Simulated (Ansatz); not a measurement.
**VSi2N4 bilayer (AA') in a perpendicular field**

Wanted: the out-of-plane response of the VSi2N4 bilayer (AA'). A positive field points along +c.

Main program and level: Ansatz 0.2.0; plane-wave DFT, PBE+U-D3(BJ), Ansatz PAW.

## 1. The starting structure

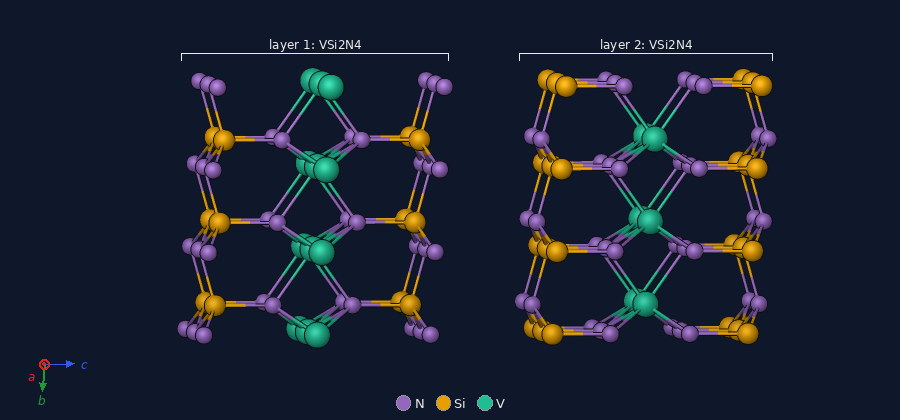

The starting structure, seen from the side, with the c axis across the page (nitrogen purple, silicon orange, vanadium teal). 2×3×1 cells are drawn. Bonds to atoms that aren't drawn are left out. Some periodic images of atoms are drawn too.

The cell holds 14 atoms: 8 N, 4 Si and 2 V. Its edges and angles: a = 2.920 Å, b = 2.920 Å, c = 64.762 Å, α = 90.0°, β = 90.0°, γ = 120.0°. Regions: layer 1: VSi2N4, 7 atoms (4 N, 2 Si and 1 V); layer 2: VSi2N4, 7 atoms (4 N, 2 Si and 1 V). Vacuum lies along c.

As a file:

```xyz
14
Lattice="2.9200 0.0000 0.0000 -1.4600 2.5288 0.0000 0.0000 0.0000 64.7616" Properties=species:S:1:pos:R:3
N     0.0000    0.0000   23.9500
Si    0.0000    1.6859   24.4194
N     0.0000    1.6859   26.1694
V     0.0000    0.0000   27.3654
N     0.0000    1.6859   28.5614
Si    0.0000    1.6859   30.3114
N     0.0000    0.0000   30.7808
N     0.0000    1.6859   33.9808
Si    0.0000    0.0000   34.4502
N     0.0000    0.0000   36.2002
V     0.0000    1.6859   37.3962
N     0.0000    0.0000   38.5922
Si    0.0000    0.0000   40.3422
N     0.0000    1.6859   40.8116
```

## 2. Relaxing the slab

The starting cell is a guess, so the in-plane lattice and the atoms are relaxed first, with the slab cut off from its images along the normal.

Contents of input.yaml:

```yaml
crystal:
  lattice:
    - [2.92, 0.0, 0.0]
    - [-1.46, 2.5287941791, 0.0]
    - [0.0, 0.0, 64.7616282352]
  atoms:
    - { symbol: "N", position: [0.0, 0.0, 0.3698177556] }
    - { symbol: Si, position: [0.3333333333, 0.6666666667, 0.3770663733] }
    - { symbol: "N", position: [0.3333333333, 0.6666666667, 0.4040885474] }
    - { symbol: V, position: [0.0, 0.0, 0.4225558839], spin: 1.0 }
    - { symbol: "N", position: [0.3333333333, 0.6666666667, 0.4410232203] }
    - { symbol: Si, position: [0.3333333333, 0.6666666667, 0.4680453945] }
    - { symbol: "N", position: [0.0, 0.0, 0.4752940122] }
    - { symbol: "N", position: [0.3333333333, 0.6666666667, 0.5247059878] }
    - { symbol: Si, position: [0.0, 0.0, 0.5319546055] }
    - { symbol: "N", position: [0.0, 0.0, 0.5589767797] }
    - { symbol: V, position: [0.3333333333, 0.6666666667, 0.5774441161], spin: -1.0 }
    - { symbol: "N", position: [0.0, 0.0, 0.5959114526] }
    - { symbol: Si, position: [0.0, 0.0, 0.6229336267] }
    - { symbol: "N", position: [0.3333333333, 0.6666666667, 0.6301822444] }
  periodic: [true, true, false]
magnetization:
  spin_polarized: true
kpoints:
  mp_grid: { grid: [12, 12, 1] }
hamiltonian:
  xc: pbe
  dispersion: d3bj
  hubbard: { sites: [{ species: V, l: d, u_eff: 3.0 }] }
scf:
  occupations: { method: fermi_dirac, width: 0.05 }
  convergence: { dr2_threshold: 1.0e-09 }
relax:
  f_tol: 0.004
  max_steps: 90
  cell: {}
output:
  write_potential: true
  write_density: true
  volumetric_format: npy
```

Command:

```sh
> ansatz run input.yaml --threads 4 --pin off --max-ram 6144MiB --backend cpu --events-out ev --progress --plain --runs-dir out
```

Numbers of over 12 decimals in the logs are rounded to 6 here.

The program printed:

```text
Warning: relax.cell: scf.convergence.dr2_threshold = 1e-9 eV is looser than the 1.94027535558e-10 eV advised for a relaxation that steers and ends on the stress (1e-10 eV for each atom of the cell: 14, times the square of relax.cell.stress_2d_tol = 0.05 N/m over 26.9 Å (the atoms' height at the walk's start and 5 Å past either face), 1.861e-2 GPa, over a crystal's default 0.05). What an SCF threshold leaves in a stress goes as its square root, and in the free energy as the threshold itself, and one threshold admits the most on a small cell: [figures from the program's tests cut] Set scf.convergence.dr2_threshold to 1.94027535558e-10 eV or tighter. [rest of the remark cut]
N: projections on atomic orbitals take those of the free atom [He] 2s2 2p3, of charge +0.00 (hamiltonian.pseudopotentials.projection_atoms); the dataset's partial waves leave at most 9.3e-9 of an orbital's norm unspanned inside its sphere
Si: projections on atomic orbitals take those of the free atom [Ne] 3s2 3p2, of charge +0.00 (hamiltonian.pseudopotentials.projection_atoms); the dataset's partial waves leave at most 6.1e-8 of an orbital's norm unspanned inside its sphere
V: projections on atomic orbitals take those of the free atom [Ne] 3s2 3p6 3d3 4s2, of charge +0.00 (hamiltonian.pseudopotentials.projection_atoms); the dataset's partial waves leave at most 5.8e-7 of an orbital's norm unspanned inside its sphere
Engine: ansatz 0.2.0, x86_64-unknown-linux-gnu
Pseudopotentials: kind: paw
Pseudopotential: N, paw, valence charge 5, recommended cutoff 420 eV (normal), N.paw.azcp
Pseudopotential: Si, paw, valence charge 4, recommended cutoff 420 eV (normal), Si.paw.azcp
Pseudopotential: V, paw, valence charge 13, recommended cutoff 420 eV (normal), V.paw.azcp
Functional definition: PBE
  parameter kappa = 0.804
  parameter beta = 0.066725
  exchange = pbe_x(kappa = kappa, mu = beta*pi^2/3)
  correlation = pbe_c(beta = beta)
Crystal: 14 atoms, lattice volume = 478.205 Å³
Basis set: ecut = 420 eV, 9265 PW (Γ), exchange–correlation on 40×40×900 points (8 copies of the dense FFT grid, shifted against one another)
Bands: 56, of which v1, the nominal top of the filled ones, is band 41 counted from 1 (40 counted from 0)
Symmetry: 6 space group operations
Space group: P3m1 (ITA 156), of the structure as read, at distance tolerance 7.8e-5 Å
Magnetic group: BNS 164.87 (UNI 1317), of the structure as read, at distance tolerance 7.8e-5 Å
k-points: 19 of 144 (time reversal used)
Non-local potential: N, projectors of the file, l = 0: 2, l = 1: 2, l = 2: 1
Non-local potential: Si, projectors of the file, l = 0: 2, l = 1: 2, l = 2: 2
Non-local potential: V, projectors of the file, l = 0: 3, l = 1: 2, l = 2: 3, l = 3: 1
PAW form: soft (Blöchl's): semilocal exchange-correlation on the pseudo side does not see the compensation charge
PAW one-centre angular grid: N, 110 points (default); XC on 64 Gauss nodes
PAW one-centre angular grid: Si, 110 points (default); XC on 64 Gauss nodes
PAW one-centre angular grid: V, 590 points (default); XC on 64 Gauss nodes
Initial density: superposition of atomic densities (neutral atoms: chi_scale 0, normalization atom)
Starting moments: Σ|m| = 2 μB on 2 of 14 sites
Starting magnetic order: antiferromagnet; an inversion exchanges its spin sublattices: spin-degenerate at every k-point
Initial wavefunctions: pseudopotential atomic-orbital guess
Functional: x = pbe(κ = 0.804, μ = 0.219515), c = pbe(β = 0.066725)
SCF iter   1: F=—  HF=-11468.044156 eV  |F-HF|=—  |Δ(HF+E_count)|=         —  Δρ=5.91e-2 (↑5.91e-2 ↓5.91e-2)  dr2=7.52e1  dr2_m=9.22e-2  M=-0.000 μB ∫|m|=2.201 μB  β_m=0.30  ethr=3.10e-3  ⟨swp⟩=10.8  Hψ=15061  notcnv=0  defer=116
preconditioner: auto → Resta (q_TF=auto, 2.034 Å⁻¹)  ε∞=2.2  [insulator: Δε(μ)=0.141 eV  Ē_g=12.815 eV  σ=0.050 eV  W_gap=0.52  n_scr=40 (ndim 8)  ℏωp=13.8 eV  f_vac=0.682  D(μ)=0.49/eV (n_scr^D=8)  ε∞_Penn≈2.2  vacuum switching on, ρ_ref=1.2e-2 e/Å³]
spin=Collinear: Resta preconditioning applied to the charge; magnetization (m = ρ↑ − ρ↓) channel mixes plain (no charge-response kernel on spin).
SCF iter   2: F=—  HF=-11452.618954 eV  |F-HF|=—  |Δ(HF+E_count)|=    1.54e1  Δρ=2.74e-2 (↑2.74e-2 ↓2.74e-2)  dr2=1.93e1  dr2_m=3.49e-1  M=0.000 μB ∫|m|=3.034 μB  β_m=1.00  ethr=3.10e-3  ⟨swp⟩=5.8  Hψ=7305  notcnv=0  defer=228
SCF iter   3: F=—  HF=-11451.039822 eV  |F-HF|=—  |Δ(HF+E_count)|=    1.58e0  Δρ=1.65e-2 (↑1.65e-2 ↓1.65e-2)  dr2=5.49e0  dr2_m=3.03e-2  M=-0.000 μB ∫|m|=2.834 μB  β_m=0.30  ethr=3.10e-3  ⟨swp⟩=4.2  Hψ=5055  notcnv=0  defer=228
SCF iter   4: F=—  HF=-11450.223633 eV  |F-HF|=—  |Δ(HF+E_count)|=   8.16e-1  Δρ=8.38e-3 (↑8.33e-3 ↓8.38e-3)  dr2=7.18e-1  dr2_m=6.36e-3  M=-0.000 μB ∫|m|=3.110 μB  β_m=1.00  ethr=3.10e-3  ⟨swp⟩=3.7  Hψ=5093  notcnv=0  defer=214
SCF iter   5: F=—  HF=-11450.276651 eV  |F-HF|=—  |Δ(HF+E_count)|=   5.30e-2  Δρ=3.13e-3 (↑3.10e-3 ↓3.13e-3)  dr2=2.77e-1  dr2_m=1.98e-3  M=0.000 μB ∫|m|=3.088 μB  β_m=0.30  ethr=8.76e-4  ⟨swp⟩=3.6  Hψ=4514  notcnv=0  defer=238
SCF iter   6: F=—  HF=-11450.285977 eV  |F-HF|=—  |Δ(HF+E_count)|=   9.33e-3  Δρ=8.84e-4 (↑8.84e-4 ↓8.83e-4)  dr2=9.64e-3  dr2_m=1.27e-3  M=-0.000 μB ∫|m|=3.172 μB  β_m=1.00  ethr=3.38e-4  ⟨swp⟩=3.8  Hψ=3573  notcnv=0  defer=238
SCF iter   7: F=—  HF=-11450.315354 eV  |F-HF|=—  |Δ(HF+E_count)|=   2.94e-2  Δρ=1.14e-3 (↑1.14e-3 ↓1.13e-3)  dr2=2.53e-2  dr2_m=6.82e-4  M=0.000 μB ∫|m|=3.216 μB  β_m=1.00  ethr=1.18e-5  ⟨swp⟩=3.1  Hψ=4915  notcnv=0  defer=228
SCF iter   8: F=—  HF=-11450.329073 eV  |F-HF|=—  |Δ(HF+E_count)|=   1.37e-2  Δρ=3.81e-4 (↑3.81e-4 ↓3.77e-4)  dr2=1.10e-3  dr2_m=1.65e-4  M=-0.000 μB ∫|m|=3.213 μB  β_m=0.30  ethr=1.18e-5  ⟨swp⟩=2.8  Hψ=4044  notcnv=0  defer=228
SCF iter   9: F=—  HF=-11450.339271 eV  |F-HF|=—  |Δ(HF+E_count)|=   1.02e-2  Δρ=3.61e-4 (↑3.61e-4 ↓3.58e-4)  dr2=4.32e-4  dr2_m=3.08e-4  M=0.000 μB ∫|m|=3.220 μB  β_m=1.00  ethr=1.34e-6  ⟨swp⟩=3.5  Hψ=4255  notcnv=0  defer=228
SCF iter  10: F=—  HF=-11450.345662 eV  |F-HF|=—  |Δ(HF+E_count)|=   6.39e-3  Δρ=1.53e-4 (↑1.53e-4 ↓1.52e-4)  dr2=1.50e-4  dr2_m=5.96e-5  M=-0.000 μB ∫|m|=3.223 μB  β_m=1.00  ethr=5.26e-7  ⟨swp⟩=2.8  Hψ=3985  notcnv=0  defer=228
SCF iter  11: F=—  HF=-11450.350324 eV  |F-HF|=—  |Δ(HF+E_count)|=   4.66e-3  Δρ=2.50e-4 (↑2.50e-4 ↓2.35e-4)  dr2=3.36e-4  dr2_m=1.00e-4  M=0.000 μB ∫|m|=3.227 μB  β_m=1.00  ethr=1.82e-7  ⟨swp⟩=3.1  Hψ=4179  notcnv=0  defer=228
[...]
SCF iter  14: F=—  HF=-11450.646837 eV  |F-HF|=—  |Δ(HF+E_count)|=   1.45e-5  Δρ=4.67e-5 (↑4.67e-5 ↓3.15e-5)  dr2=2.20e-5  dr2_m=4.23e-6  M=-0.000 μB ∫|m|=2.969 μB  β_m=0.62  ethr=7.64e-8  ⟨swp⟩=2.8  Hψ=3817  notcnv=0  defer=222
SCF iter  15: F=—  HF=-11450.646840 eV  |F-HF|=—  |Δ(HF+E_count)|=   2.21e-6  Δρ=2.34e-5 (↑2.34e-5 ↓1.30e-5)  dr2=5.39e-6  dr2_m=8.93e-7  M=0.000 μB ∫|m|=2.965 μB  β_m=0.61  ethr=2.69e-8  ⟨swp⟩=2.7  Hψ=3732  notcnv=0  defer=222
SCF iter  16: F=—  HF=-11450.646840 eV  |F-HF|=—  |Δ(HF+E_count)|=   2.93e-8  Δρ=1.12e-5 (↑8.97e-6 ↓1.12e-5)  dr2=1.24e-6  dr2_m=2.87e-7  M=-0.000 μB ∫|m|=2.964 μB  β_m=0.61  ethr=6.57e-9  ⟨swp⟩=3.0  Hψ=3986  notcnv=0  defer=222
SCF iter  17: F=—  HF=-11450.646840 eV  |F-HF|=—  |Δ(HF+E_count)|=   3.10e-7  Δρ=4.79e-6 (↑3.21e-6 ↓4.79e-6)  dr2=1.94e-7  dr2_m=4.77e-8  M=-0.000 μB ∫|m|=2.963 μB  β_m=0.74  ethr=1.51e-9  ⟨swp⟩=3.1  Hψ=3832  notcnv=0  defer=222
SCF iter  18: F=—  HF=-11450.646840 eV  |F-HF|=—  |Δ(HF+E_count)|=   2.09e-7  Δρ=4.54e-6 (↑4.54e-6 ↓4.50e-6)  dr2=1.11e-6  dr2_m=5.37e-9  M=0.000 μB ∫|m|=2.963 μB  β_m=0.54  ethr=2.36e-10  ⟨swp⟩=3.1  Hψ=4352  notcnv=0  defer=222  recentre
SCF iter  19: F=—  HF=-11450.646840 eV  |F-HF|=—  |Δ(HF+E_count)|=   1.08e-7  Δρ=1.37e-6 (↑1.37e-6 ↓1.27e-6)  dr2=2.79e-8  dr2_m=3.06e-9  M=-0.000 μB ∫|m|=2.963 μB  β_m=0.65  ethr=2.36e-10  ⟨swp⟩=2.9  Hψ=3779  notcnv=0  defer=222
SCF iter  20: F=—  HF=-11450.646840 eV  |F-HF|=—  |Δ(HF+E_count)|=   8.82e-9  Δρ=1.14e-6 (↑1.14e-6 ↓8.71e-7)  dr2=3.84e-8  dr2_m=6.69e-10  M=0.000 μB ∫|m|=2.963 μB  β_m=0.53  ethr=3.40e-11  ⟨swp⟩=3.2  Hψ=4172  notcnv=0  defer=222
SCF iter  21: F=—  HF=-11450.646840 eV  |F-HF|=—  |Δ(HF+E_count)|=   2.97e-9  Δρ=4.35e-7 (↑4.35e-7 ↓3.65e-7)  dr2=5.34e-9  dr2_m=3.22e-10  M=-0.000 μB ∫|m|=2.963 μB  β_m=0.60  ethr=3.40e-11  ⟨swp⟩=2.8  Hψ=2971  notcnv=0  defer=222
SCF iter  22: F=—  HF=-11450.646840 eV  |F-HF|=—  |Δ(HF+E_count)|=   1.93e-9  Δρ=5.86e-7 (↑3.89e-7 ↓5.86e-7)  dr2=1.36e-8  dr2_m=1.97e-10  M=0.000 μB ∫|m|=2.963 μB  β_m=0.44  ethr=6.51e-12  ⟨swp⟩=3.4  Hψ=3992  notcnv=0  defer=222  recentre
SCF iter  23: F=-11450.646840 eV  HF=-11450.646840 eV  |F-HF|=8.44e-10  |Δ(HF+E_count)|=  5.91e-10  Δρ=1.96e-7 (↑1.96e-7 ↓1.13e-7)  dr2=5.57e-10  dr2_m=4.13e-11  M=-0.000 μB ∫|m|=2.963 μB  ethr=1.22e-12  ⟨swp⟩=2.2  Hψ=6299  notcnv=0
SCF 1 converged in 23 iterations: F = -11450.646840 eV  dr2 = 5.57e-10
a single-point calculation of the run's input, under the relaxation's own `scf.mixing.negative_modes` where the relaxation goes by `scf.lower_state_search: light` itself or types `scf.max_iter`, was made at the relaxed geometry, from the atoms, in 23 SCF iterations in all. It converged +0.0 meV from the relaxation's final energy, with moments (0.00, 0.00, -0.09, 0.90, -0.09, 0.00, 0.00, 0.00, 0.00, 0.09, -0.90, 0.09, 0.00, 0.00 Bohr magnetons, atom by atom), which does not count as lower, and the relaxation's result stands. No further magnetic order was relaxed to its end, and one can end lower (see `relax.adjacent_minimum`).
SCF converged after 4 iterations
Magnetization: 0.0000 μB (41.0000 up, 41.0000 down)
Absolute magnetization: 2.9635 μB (∫|ρ↑−ρ↓|, with the PAW one-centre terms)
Spin contamination: 1.0922 ħ² per cell (⟨S²⟩ above its minimum at these occupations)
Per-site moments (μB) at R_I (Å): [(-0.00396233, 0.719496), (0.00239744, 0.719496), (-0.094394, 0.721457), (0.899349, 0.836025), (-0.093809, 0.720999), (0.00239317, 0.718632), (-0.00379306, 0.718632), (0.00379313, 0.718632), (-0.00239319, 0.718632), (0.093809, 0.720999), (-0.899349, 0.836025), (0.094394, 0.721457), (-0.00239746, 0.719496), (0.00396239, 0.719496)]
Free energy (F): -11450.646840 eV
Harris-Foulkes:  -11450.646840 eV  (|F-HF|=9.99e-10)
Internal energy: -11450.645519 eV  (E = F + TS)
E sigma→0 (E₀):  -11450.646179 eV
Entropy (-TS):   -0.001321 eV (-0.094 meV/atom)
Fermi energy:    -5.975703 eV
--- Per-component energies (eV) ---
  E_band       = -1668.015255
  E_kinetic    = 1920.534018
  E_local      = -856900.922773  (includes V_loc(G=0)·N_el)
  E_nonlocal   = 364.619129
  E_hartree    = 427322.766959
  E_xc         = -974.364808
  E_vxc        = -1144.974911  (∫ρ·V_xc dr)
  E_hubbard    = 5.834856  (on-site DFT+U / exact-exchange correction)
  E_vhub       = 1.246878  (the Hubbard potential's part of the band-sum identity)
  E_paw        = -5293.184766  (= ΣΔE_a)
  E_vpaw       = -554.056011  (= ΣTr[D̂ρ^β])
  E_aug_tail   = 0.001360  (compensation charges beyond the density's cutoff)
  E_ewald      = 422107.912870
  E_disp       = -3.842364  (pairwise vdW)
  E_smearing   = -0.001321  (= −TS)
  E_closure    = -0.000000  (closes the sum)
  Σ components = -11450.646840   (vs F -11450.646840, Δ=0.00e0)
--- Forces (eV/Å), atoms counted from 1 ---
  atom   1  N     -0.00000000     0.00000000     0.00313888
  atom   2  Si    -0.00000000    -0.00000000    -0.00276201
  atom   3  N      0.00000000     0.00000000    -0.00015363
  atom   4  V     -0.00000000     0.00000000    -0.00027875
  atom   5  N      0.00000000     0.00000000    -0.00007005
  atom   6  Si     0.00000000    -0.00000000     0.00208513
  atom   7  N      0.00000000     0.00000000    -0.00228135
  atom   8  N      0.00000000    -0.00000000     0.00228076
  atom   9  Si     0.00000000     0.00000000    -0.00207658
  atom  10  N      0.00000000    -0.00000000     0.00006527
  atom  11  V      0.00000000    -0.00000000     0.00027684
  atom  12  N      0.00000000     0.00000000     0.00014728
  atom  13  Si     0.00000000     0.00000000     0.00276644
  atom  14  N      0.00000000    -0.00000000    -0.00313882
  max |Σ_I F_I| component: 5.92e-7 eV/Å
--- 2D stress c σ (N/m, compression-positive) ---
       -0.037333      -0.000000       0.000000
       -0.000000      -0.037333      -0.000000
        0.000000      -0.000000      -0.000000
  P = ½ c Tr σ = -0.0373 N/m
--- Band table (eV; the first three rows and the last of 38) ---
  k-point 0 ↑: bands = [... 37 lower, -7.2124, -7.2124, -7.0948, -6.3276, -3.1858, -2.9915, -2.9915, -2.9635, ... 11 higher]
  k-point 1 ↑: bands = [... 37 lower, -7.3339, -7.2487, -7.0354, -6.3976, -3.2949, -3.1710, -3.0701, -3.0542, ... 11 higher]
  k-point 2 ↑: bands = [... 37 lower, -7.6366, -7.3411, -7.1172, -6.6830, -3.7508, -3.4670, -3.2856, -3.0724, ... 11 higher]
  k-point 18 ↓: bands = [... 37 lower, -7.5547, -6.9466, -6.8960, -6.0522, -5.8996, -4.5630, -3.2533, -2.7447, ... 11 higher]
  the weakly bound empty levels are not read free of the cell's end (hubbard_term)
--- Relaxed structure (7 steps of the walk, 7 accepted, 2 SCFs on fresh bases) ---
  F+E_penalty+E_count = -11450.64684001 eV   max|allowed force component| = 3.139e-3 eV/Å   (the final SCF, on the basis selected at the relaxed cell)
  cell:  # Å, volume = 464.4888 Å³
    - [2.877819, 0.0, 0]
    - [-1.438909, 2.492264, 0]
    - [0, 0, 64.7616282352]
  atoms:
    - { symbol: N, position: [0, -3.7007434155249066e-17, 0.372081] }
    - { symbol: Si, position: [0.333333, 0.666667, 0.380277] }
    - { symbol: N, position: [0.333333, 0.666667, 0.407283] }
    - { symbol: V, position: [0, -3.700743415524904e-17, 0.425217] }
    - { symbol: N, position: [0.333333, 0.666667, 0.443139] }
    - { symbol: Si, position: [0.333333, 0.666667, 0.470128] }
    - { symbol: N, position: [0, -3.7007434155249017e-17, 0.478217] }
    - { symbol: N, position: [0.333333, 0.666667, 0.521783] }
    - { symbol: Si, position: [0, -3.700743415524887e-17, 0.529872] }
    - { symbol: N, position: [0, -3.7007434155248795e-17, 0.556861] }
    - { symbol: V, position: [0.333333, 0.666667, 0.574783] }
    - { symbol: N, position: [0, -3.70074341552488e-17, 0.592717] }
    - { symbol: Si, position: [0, -3.7007434155248813e-17, 0.619723] }
    - { symbol: N, position: [0.333333, 0.666667, 0.627919] }
```

Run time: 6.8 min. Hardware: 4 threads of Intel Xeon Platinum 8259CL at 2.50GHz (Skylake/Cascade Lake), shared host; peak memory 1.8 GiB; 26 min of CPU time.

[end of part 1 of 3]

[Logs are printed without paths, hosts, clocks, repeated set-up lines and the standing remarks that a program may print on its own settings, such as how far it seeks lower states.]

[Hosts, paths, dates, database ids (printed as entryN), source tags and the programs' standing remarks are cut or masked in the printed files.]

[Maps of the electrostatic potential energy from Ansatz leave out the sawtooth potential of an applied field or a dipole correction, so their vacuum need not be flat; planar profiles and work functions include it.]
